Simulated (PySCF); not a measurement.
# C6H11FO: a tour of settings

Which settings matter for C6H11FO (`CCO/C=C\CCF`), and how do bad ones show?

The runs use PySCF 2.14.0, with density-fitted response routines of our own; the level of theory stands in each step. All values are computed, except where a source is named. Atoms are numbered from 0 throughout.

**1. The molecule as given**

19 atoms, charge 0, multiplicity 1; geometry from: GFN2-xTB.

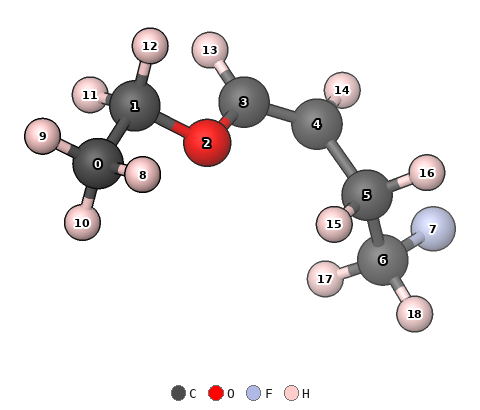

As it starts; carbon dark grey, oxygen red, fluorine light blue, hydrogen pink, atoms numbered.

**2. TDDFT and polarisability: B97-2/cc-pVDZ in acetone**

What the job is given:

```
{"job": {"kind": "uv", "xc": "B97-2", "basis": "cc-pVDZ", "solvent": "acetone", "nstates": 3, "ntriplets": 0, "tda": true, "grid": 1, "scf": {"damp": 0.3}}, "charge": 0, "multiplicity": 1}
C     -3.166467     0.430138    -0.284852
C     -2.081201    -0.246948    -1.105810
O     -0.833404     0.009711    -0.493102
C      0.238895    -0.625670    -1.041079
C      1.487975    -0.373687    -0.672518
C      1.863143     0.632354     0.372366
C      2.613083    -0.009518     1.535462
F      3.842921    -0.470503     1.125457
H     -2.978852     1.499167    -0.233644
H     -4.137135     0.258695    -0.741256
H     -3.171294     0.030642     0.725535
H     -2.259949    -1.331061    -1.155945
H     -2.079712     0.148110    -2.132340
H      0.013531    -1.362391    -1.805212
H      2.293095    -0.926573    -1.128287
H      0.961341     1.105006     0.759682
H      2.506989     1.398435    -0.068597
H      2.072098    -0.873403     1.934365
H      2.805139     0.716748     2.332488
```

Level: TDA B97-2/cc-pVDZ, vertical, IEF-PCM acetone (non-equilibrium linear response), core orbitals frozen in the response.

On the command line:

```console
OMP_NUM_THREADS=1 python probes_run.py task.json out
```

One launch serves the whole session: the jobs run in the order shown.

What it wrote:

```text
damping 0.30 in the first 6 cycles
final grid: 68752 points
cycle   1  E = -410.0896261061  dE =  8.906e-01  |g| = 6.978e-01  |ddm| = 7.798e+00
cycle   2  E = -410.1460676031  dE = -5.644e-02  |g| = 4.482e-01  |ddm| = 1.534e+00
cycle   3  E = -410.1642508389  dE = -1.818e-02  |g| = 3.200e-01  |ddm| = 9.132e-01
cycle   4  E = -410.1720608325  dE = -7.810e-03  |g| = 2.408e-01  |ddm| = 6.589e-01
cycle   5  E = -410.1760332641  dE = -3.972e-03  |g| = 1.882e-01  |ddm| = 4.964e-01
cycle   6  E = -410.1654620749  dE =  1.057e-02  |g| = 3.040e-01  |ddm| = 5.697e-01
cycle   7  E = -410.1396380968  dE =  2.582e-02  |g| = 4.831e-01  |ddm| = 9.217e-01
cycle   8  E = -410.1821564198  dE = -4.252e-02  |g| = 2.750e-02  |ddm| = 5.763e-01
cycle   9  E = -410.1823231136  dE = -1.667e-04  |g| = 6.560e-03  |ddm| = 4.648e-02
cycle  10  E = -410.1823337787  dE = -1.067e-05  |g| = 1.100e-03  |ddm| = 1.009e-02
cycle  11  E = -410.1823340267  dE = -2.479e-07  |g| = 2.276e-04  |ddm| = 1.750e-03
cycle  12  E = -410.1823340361  dE = -9.458e-09  |g| = 7.507e-05  |ddm| = 3.582e-04
cycle  13  E = -410.1823340373  dE = -1.199e-09  |g| = 2.036e-05  |ddm| = 1.330e-04
cycle  14  E = -410.1823340374  dE = -9.777e-11  |g| = 4.176e-06  |ddm| = 3.327e-05
converged SCF energy = -410.1823340374

Static polarisability (au): isotropic 91.148, principal 69.090 84.289 120.064

Singlet excitations
state   eV       nm        f      main configurations
  1   6.8963    179.8   0.66471   H->L 0.85
  2   7.2175    171.8   0.04037   H->L+1 0.68, H->L+2 0.27
  3   7.5813    163.5   0.00265   H->L+2 0.69, H->L+1 0.28
```

Run time: 33 s. Hardware: 1 thread of Arm Neoverse N1, shared host; peak memory 0.9 GiB.

The orbitals next to the gap, with their largest atomic shares:

```tsv
orbital	eV	atoms
HOMO−3	-9.05	O2 26 %, F7 20 %, C6 11 %
HOMO−2	-8.74	F7 15 %, O2 15 %, C1 15 %
HOMO−1	-8.62	F7 18 %, O2 15 %, C6 15 %
HOMO	-5.97	C4 37 %, O2 26 %, C3 22 %
LUMO	0.96	C3 40 %, C4 33 %, O2 5 %
LUMO+1	2.32	H11 16 %, H12 13 %, H9 12 %
LUMO+2	2.66	H13 22 %, H14 17 %, H8 12 %
```

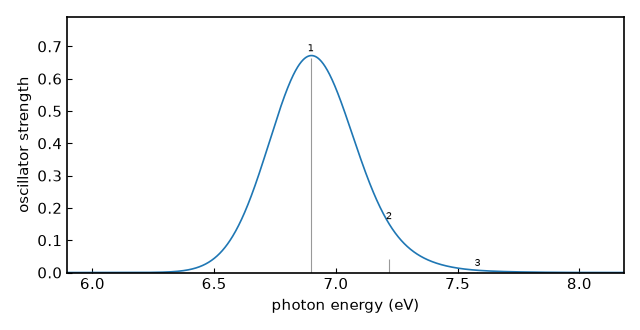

Absorption spectrum from the 3 singlet states computed; above the last one it falls off for lack of states. Lines are broadened to a width of 0.40 eV (Gaussian).

Further results of this job:

```tsv
property	computed
dipole moment (D)	3.30
polarisability (Å³)	13.51
HOMO–LUMO gap (eV)	6.93
−ε(HOMO) (eV)	5.97
```

**3. NMR shieldings: BHandHLYP/def2-SVP**

The job, as its differences from that of step 2:

```diff
@@ -1,2 +1,2 @@
-{"job": {"kind": "uv", "xc": "B97-2", "basis": "cc-pVDZ", "solvent": "acetone", "nstates": 3, "ntriplets": 0, "tda": true, "grid": 1, "scf": {"damp": 0.3}}, "charge": 0, "multiplicity": 1}
+{"job": {"kind": "nmr", "xc": "BHandHLYP", "basis": "def2-SVP", "pop": true, "scf": {"conv": 0.001, "guess": "1e", "max_cycle": 58}}, "charge": 0, "multiplicity": 1}
 C     -3.166467     0.430138    -0.284852
```

Method: GIAO BHandHLYP/def2-SVP NMR shielding, non-relativistic, gas phase.

What it wrote:

```text
final grid: 149152 points
cycle   1  E = -112.8916351458  dE =  2.198e+02  |g| = 1.886e+01  |ddm| = 1.717e+02
cycle   2  E = -182.5252308548  dE = -6.963e+01  |g| = 1.726e+01  |ddm| = 1.742e+02
cycle   3  E = -197.0192396865  dE = -1.449e+01  |g| = 2.053e+01  |ddm| = 7.128e+01
cycle   4  E = -350.0301380850  dE = -1.530e+02  |g| = 8.127e+00  |ddm| = 1.011e+02
cycle   5  E = -247.5002780521  dE =  1.025e+02  |g| = 1.430e+01  |ddm| = 9.128e+01
cycle   6  E = -385.1631661793  dE = -1.377e+02  |g| = 6.221e+00  |ddm| = 2.858e+01
cycle   7  E = -406.7614345463  dE = -2.160e+01  |g| = 3.881e+00  |ddm| = 1.825e+01
cycle   8  E = -409.4027484138  dE = -2.641e+00  |g| = 1.292e+00  |ddm| = 5.838e+00
cycle   9  E = -409.6495363912  dE = -2.468e-01  |g| = 5.236e-01  |ddm| = 9.356e-01
cycle  10  E = -409.7336003636  dE = -8.406e-02  |g| = 2.592e-01  |ddm| = 8.509e-01
cycle  11  E = -409.7546556450  dE = -2.106e-02  |g| = 1.025e-01  |ddm| = 4.273e-01
cycle  12  E = -409.7578638893  dE = -3.208e-03  |g| = 3.757e-02  |ddm| = 1.594e-01
cycle  13  E = -409.7581512379  dE = -2.873e-04  |g| = 1.330e-02  |ddm| = 4.169e-02
converged SCF energy = -409.7581512379

GIAO shielding tensors (ppm)
atom      isotropic    diamagn.    paramagn.     s11        s22        s33       span
  0 C      180.332     244.304     -63.972    166.463    180.301    194.232     27.770
  1 C      131.564     240.271    -108.707     97.580    119.913    177.200     79.620
  2 O      249.364     403.080    -153.717    166.123    289.641    292.327    126.204
  3 C       51.539     253.305    -201.766    -44.212     88.879    109.950    154.162
  4 C       91.542     257.023    -165.480    -10.953    111.734    173.846    184.799
  5 C      169.429     248.249     -78.820    161.307    163.551    183.429     22.121
  6 C      114.843     243.502    -128.659     81.768    102.737    160.024     78.256
  7 F      441.960     467.392     -25.431    401.089    447.459    477.333     76.244
  8 H       30.566      30.675      -0.109     26.727     28.996     35.975      9.248
  9 H       31.156      26.078       5.078     27.410     28.141     37.916     10.506
 10 H       30.601      31.096      -0.495     26.887     28.949     35.967      9.080
 11 H       28.406      30.373      -1.967     24.115     28.527     32.575      8.460
 12 H       28.334      29.580      -1.246     23.931     28.184     32.887      8.956
 13 H       25.962      32.744      -6.782     22.994     25.255     29.637      6.643
 14 H       27.062      32.788      -5.725     24.283     26.640     30.264      5.982
 15 H       29.406      36.047      -6.640     23.845     30.082     34.291     10.446
 16 H       29.894      29.652       0.242     25.899     28.172     35.610      9.712
 17 H       27.816      31.610      -3.793     23.486     28.895     31.068      7.582
 18 H       27.487      28.282      -0.794     22.855     28.367     31.241      8.386
```

It took 45 s on 1 thread of Arm Neoverse N1, shared host; peak memory 0.74 GiB.

It converged, yet the result is unsound: the SCF threshold of 0.001 Eh is far too loose.

**4. NMR shieldings: HSE06/pcSseg-1**

The job, as its differences from that of step 3:

```diff
@@ -1,2 +1,2 @@
-{"job": {"kind": "nmr", "xc": "BHandHLYP", "basis": "def2-SVP", "pop": true, "scf": {"conv": 0.001, "guess": "1e", "max_cycle": 58}}, "charge": 0, "multiplicity": 1}
+{"job": {"kind": "nmr", "xc": "HSE06", "basis": "pcSseg-1", "pop": true, "grid": 1, "scf": {"conv": 1e-08}}, "charge": 0, "multiplicity": 1}
 C     -3.166467     0.430138    -0.284852
```

With the program's defaults for keys left out, this is: GIAO HSE06/pcSseg-1 NMR shielding, non-relativistic, gas phase.

What it wrote:

```text
final grid: 68752 points
cycle   1  E = -409.7288766833  dE =  8.566e-01  |g| = 6.967e-01  |ddm| = 3.685e+00
cycle   2  E = -409.6480102075  dE =  8.087e-02  |g| = 9.847e-01  |ddm| = 1.320e+00
cycle   3  E = -409.8196406473  dE = -1.716e-01  |g| = 1.033e-01  |ddm| = 8.323e-01
cycle   4  E = -409.8212241196  dE = -1.583e-03  |g| = 4.973e-02  |ddm| = 1.018e-01
cycle   5  E = -409.8216872787  dE = -4.632e-04  |g| = 1.752e-02  |ddm| = 4.857e-02
cycle   6  E = -409.8217551474  dE = -6.787e-05  |g| = 5.105e-03  |ddm| = 1.872e-02
cycle   7  E = -409.8217614983  dE = -6.351e-06  |g| = 9.611e-04  |ddm| = 4.641e-03
cycle   8  E = -409.8217616779  dE = -1.796e-07  |g| = 2.396e-04  |ddm| = 7.843e-04
cycle   9  E = -409.8217616883  dE = -1.036e-08  |g| = 5.937e-05  |ddm| = 2.128e-04
cycle  10  E = -409.8217616889  dE = -6.337e-10  |g| = 1.846e-05  |ddm| = 5.413e-05
converged SCF energy = -409.8217616889

GIAO shielding tensors (ppm)
atom      isotropic    diamagn.    paramagn.     s11        s22        s33       span
  0 C      168.580     246.939     -78.359    153.024    168.072    184.644     31.620
  1 C      115.833     243.535    -127.703     78.603    103.120    165.775     87.172
  2 O      215.692     403.695    -188.003    119.233    258.673    269.168    149.935
  3 C       33.912     253.363    -219.451    -59.688     70.778     90.647    150.335
  4 C       75.829     258.663    -182.834    -31.197     98.889    159.795    190.992
  5 C      155.522     247.601     -92.079    146.954    147.571    172.040     25.087
  6 C       97.373     244.209    -146.836     62.285     83.383    146.450     84.165
  7 F      418.262     471.067     -52.805    374.247    419.682    460.859     86.612
  8 H       30.183      29.917       0.266     26.443     28.592     35.515      9.072
  9 H       30.711      26.254       4.457     26.802     27.771     37.561     10.759
 10 H       30.232      30.219       0.013     26.641     28.523     35.531      8.890
 11 H       27.860      30.131      -2.271     23.721     27.872     31.986      8.265
 12 H       27.796      29.542      -1.746     23.494     27.567     32.327      8.833
 13 H       25.403      32.014      -6.611     22.682     24.998     28.530      5.848
 14 H       26.575      32.241      -5.665     23.912     26.339     29.476      5.564
 15 H       29.005      33.561      -4.557     23.465     29.646     33.903     10.439
 16 H       29.415      29.733      -0.318     25.529     27.704     35.012      9.483
 17 H       27.204      30.013      -2.809     22.630     28.260     30.722      8.092
 18 H       26.798      28.130      -1.332     21.909     27.802     30.682      8.773
```

It took 63 s on 1 thread of Arm Neoverse N1, shared host; peak memory 1 GiB.

The references, computed at this level on geometries of the same kind, shield at (ppm): 1H TMS 31.72, 13C TMS 186.2, 19F CFCl3 168.9, 17O H2O 335.7. Their shielding less the atom's gives the shift. The references are single molecules in the gas phase, so shifts against H2O, NH3, PH3, H3PO4 or CFCl3 are not on the usual liquid scales and can be off by tens of ppm. Atoms listed in one row are averaged.

```tsv
atoms	environment	σ (ppm)	δ (ppm)
C3	alkene carbon bearing oxygen	33.9	152.3
C4	β carbon of an enol-ether or enamine type C=C	75.8	110.4
C6	sp3 CH2 bonded to F	97.4	88.9
C1	sp3 CH2 bonded to O	115.8	70.4
C5	allylic sp3 CH2	155.5	30.7
C0	methyl carbon	168.6	17.7
H13	hydrogen on an alkene carbon bearing oxygen	25.40	6.32
H14	hydrogen on a β carbon of an enol-ether or enamine type C=C	26.58	5.14
H17, H18	hydrogen on an sp3 CH2 bonded to F	27.00	4.72
H11, H12	hydrogen on an sp3 CH2 bonded to O	27.83	3.89
H15, H16	hydrogen on an allylic sp3 CH2	29.21	2.51
H8, H9, H10	hydrogen on a methyl carbon	30.38	1.34
O2	ether oxygen	215.7	120.0
F7	fluorine on an sp3 carbon	418.3	-249.3
```

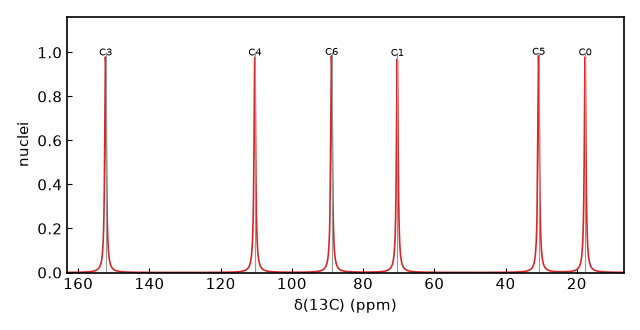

13C lines at the computed shifts, without couplings. Lines are broadened to a width of 0.54 ppm (Lorentzian).

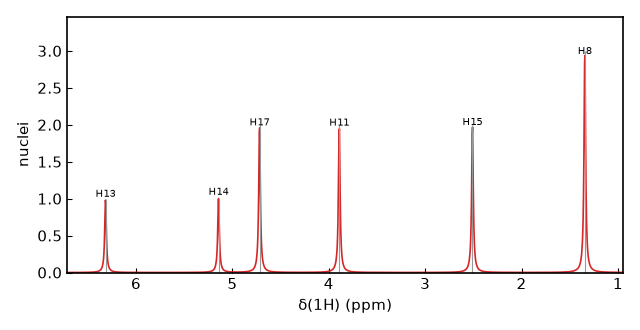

1H lines at the computed shifts, without couplings. Lines are broadened to a width of 0.02 ppm (Lorentzian).

Charges from the same density, by scheme (e):

```tsv
atoms	Mulliken	IAO	Hirshfeld	ESP fit
C0	-0.27	-0.42	-0.12	-0.42
C1	0.00	-0.04	0.01	0.26
O2	-0.48	-0.35	-0.10	-0.19
C3	0.17	0.04	0.01	-0.04
C4	-0.26	-0.22	-0.08	-0.39
C5	-0.22	-0.28	-0.08	0.08
C6	0.16	0.05	0.03	0.10
F7	-0.35	-0.34	-0.13	-0.26
```

IAO charges:

C0 -0.42; C1 -0.04; O2 -0.35; C3 0.04; C4 -0.22; C5 -0.28; C6 0.05; F7 -0.34; H8 0.15; H9 0.15; H10 0.15; H11 0.12; H12 0.12; H13 0.13; H14 0.16; H15 0.16; H16 0.15; H17 0.14; H18 0.13

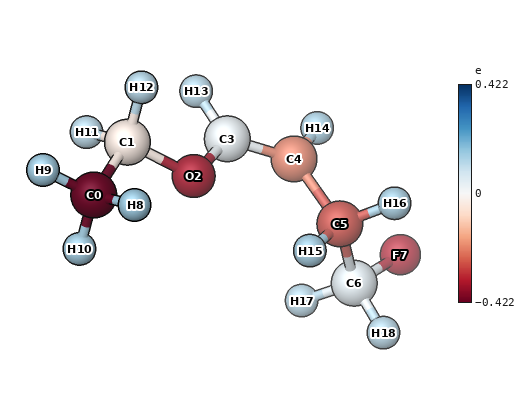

IAO charges, as colours on the atoms.

Mayer bond orders: C0–C1 1.08, C1–O2 0.89, O2–C3 1.00, C3–C4 1.88, C4–C5 1.02, C5–C6 1.04, C6–F7 0.88.

**5. Ultraviolet spectrum: wB97X-D/def2-SVPD**

The job, as its differences from that of step 4:

```diff
@@ -1,2 +1,2 @@
-{"job": {"kind": "nmr", "xc": "HSE06", "basis": "pcSseg-1", "pop": true, "grid": 1, "scf": {"conv": 1e-08}}, "charge": 0, "multiplicity": 1}
+{"job": {"kind": "uv", "xc": "wB97X-D", "basis": "def2-SVPD", "nstates": 3, "ntriplets": 2, "tda": false, "grid": 1}, "charge": 0, "multiplicity": 1}
 C     -3.166467     0.430138    -0.284852
```

With the program's defaults for keys left out, this is: TDDFT wB97X-D/def2-SVPD, vertical, gas phase, core orbitals frozen in the response.

What it wrote:

```text
final grid: 68752 points
cycle   1  E = -409.7939268594  dE =  1.075e+00  |g| = 6.794e-01  |ddm| = 6.601e+00
cycle   2  E = -409.7890162060  dE =  4.911e-03  |g| = 7.605e-01  |ddm| = 1.654e+00
cycle   3  E = -409.8851529718  dE = -9.614e-02  |g| = 6.096e-02  |ddm| = 7.334e-01
cycle   4  E = -409.8857440167  dE = -5.910e-04  |g| = 3.244e-02  |ddm| = 1.295e-01
cycle   5  E = -409.8859821611  dE = -2.381e-04  |g| = 9.431e-03  |ddm| = 7.504e-02
cycle   6  E = -409.8860021040  dE = -1.994e-05  |g| = 2.430e-03  |ddm| = 2.010e-02
cycle   7  E = -409.8860035421  dE = -1.438e-06  |g| = 5.967e-04  |ddm| = 5.494e-03
cycle   8  E = -409.8860036593  dE = -1.171e-07  |g| = 2.849e-04  |ddm| = 2.874e-03
cycle   9  E = -409.8860036798  dE = -2.054e-08  |g| = 6.481e-05  |ddm| = 8.261e-04
cycle  10  E = -409.8860036817  dE = -1.911e-09  |g| = 2.087e-05  |ddm| = 3.666e-04
cycle  11  E = -409.8860036819  dE = -1.519e-10  |g| = 6.957e-06  |ddm| = 8.539e-05
converged SCF energy = -409.8860036819

Static polarisability (au): isotropic 82.049, principal 65.296 74.318 106.533

Singlet excitations
state   eV       nm        f      main configurations
  1   6.5173    190.2   0.06706   H->L 0.56, H->L+2 0.29
  2   6.6928    185.3   0.46799   H->L+1 0.63, H->L 0.22
  3   7.2265    171.6   0.01016   H->L+2 0.36, H->L+3 0.18, H->L+5 0.14

Triplet excitations (Tamm-Dancoff, eV): 4.3039 6.5031
```

Wall time 73 s (1 thread of Arm Neoverse N1, shared host); peak memory 1.1 GiB.

This run: HOMO -8.28 eV, LUMO 2.28 eV; lowest singlet 6.52 eV.

**6. Shielding tensors: r2SCAN/ANO-RCC-VDZP**

The job, as its differences from that of step 5:

```diff
@@ -1,2 +1,2 @@
-{"job": {"kind": "uv", "xc": "wB97X-D", "basis": "def2-SVPD", "nstates": 3, "ntriplets": 2, "tda": false, "grid": 1}, "charge": 0, "multiplicity": 1}
+{"job": {"kind": "nmr", "xc": "r2SCAN", "basis": "ANO-RCC-VDZP", "pop": false, "scf": {"max_cycle": 97}}, "charge": 0, "multiplicity": 3}
 C     -3.166467     0.430138    -0.284852
```

With the program's defaults for keys left out, this is: r2SCAN/ANO-RCC-VDZP.

What it wrote:

```text
NotImplementedError: this response code serves closed shells only; the SCF ended at -410.04861557 Eh with <S^2> = 2.0109
```

Wall time 3.4 min (1 thread of Arm Neoverse N1, shared host); peak memory 0.52 GiB.

Why it failed: The input makes an open shell, and this response code serves closed shells alone. Cure: restore the closed-shell charge and spin, or use an unrestricted response code.

**7. Run by run: electronic excitations**

Excitations and ground-state properties, with basis size and wall time:

```tsv
run	lowest singlet (eV)	brightest (eV)	f	gap (eV)	α (Å³)	μ (D)	functions	time
B97-2/cc-pVDZ in acetone	6.90	6.90	0.665	6.93	13.51	3.30	167	33 s
wB97X-D/def2-SVPD	6.52	6.69	0.468	10.56	12.16	2.98	254	73 s
```

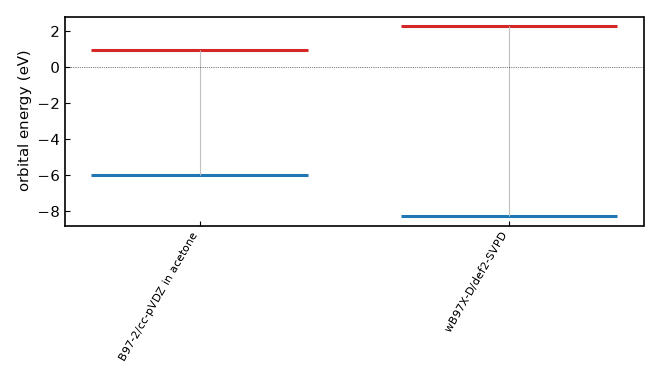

HOMO (blue) and LUMO (red) run by run.

**8. Results**

| quantity | value |
| --- | --- |
| lowest singlet (B97-2/cc-pVDZ) | 6.90 eV (180 nm), f = 0.665 |
| 13C shifts against TMS (HSE06/pcSseg-1) | 152.3, 110.4, 88.9, 70.4, 30.7, 17.7 ppm |
| 1H shifts against TMS (HSE06/pcSseg-1, means over atoms taken as alike) | 6.32, 5.14, 4.72, 3.89, 2.51, 1.34 ppm |
| 17O shifts against H2O (HSE06/pcSseg-1) | 120.0 ppm |
| 19F shifts against CFCl3 (HSE06/pcSseg-1) | -249.3 ppm |
| range of the lowest singlet | 6.52 to 6.90 eV |
| property runs in this session | 5, of which 1 failed and 1 gave unsound results |

What this shows: Single values in the summary come from the first run of each kind that ended normally (B97-2/cc-pVDZ; HSE06/pcSseg-1), which need not be the best level. The first singlet state (HOMO→LUMO 0.85) lies at 6.90 eV and is bright. The basis of B97-2/cc-pVDZ has no diffuse functions, so Rydberg states are missing and the high states are unreliable. The most deshielded carbon is C3 (alkene carbon bearing oxygen), at 152.3 ppm: an sp2 carbon further deshielded by the attached heteroatom. H13 (hydrogen on an alkene carbon bearing oxygen) lies farthest downfield among hydrogen, at 6.32 ppm; attached to an sp2 carbon and in the plane of the double bond. At HSE06/pcSseg-1: Shielding is most anisotropic at C4 (span 191 ppm, paramagnetic term -183 ppm). The lowest singlet runs from 6.52 eV (wB97X-D/def2-SVPD) to 6.90 eV (B97-2/cc-pVDZ in acetone), while the orbital gap spans 6.93 to 10.56 eV. The lowest state need not be the same one in every run.
